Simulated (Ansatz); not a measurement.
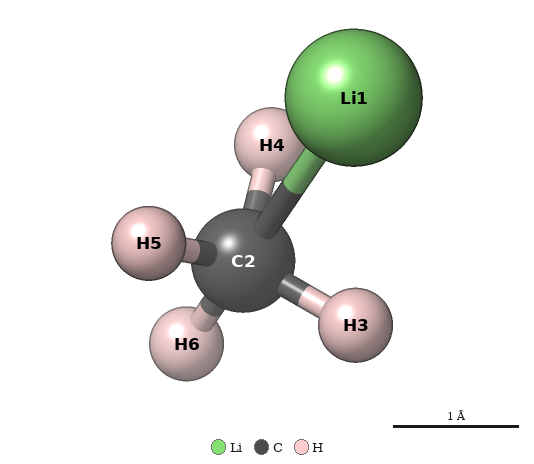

Orthographic view. Atoms fade into the background with distance from the viewer. State: charge +1, singlet. The computed structure is the end point of a PBE0-D4/def2-TZVP optimisation.

Give the geometry as a Z-matrix, atoms in numerical order, with these reference atoms: 2 to 1; 3 to 2, 1; 4 to 2, 3, 1; 5 to 2, 3, 4; 6 to 2, 3, 5.

```
Li 
C    1   2.126
H    2   1.097   1    74.3
H    2   1.097   3   112.9   1    64.8
H    2   1.097   3   112.9   4  -129.7
H    2   1.088   3   105.8   5  -115.2
```
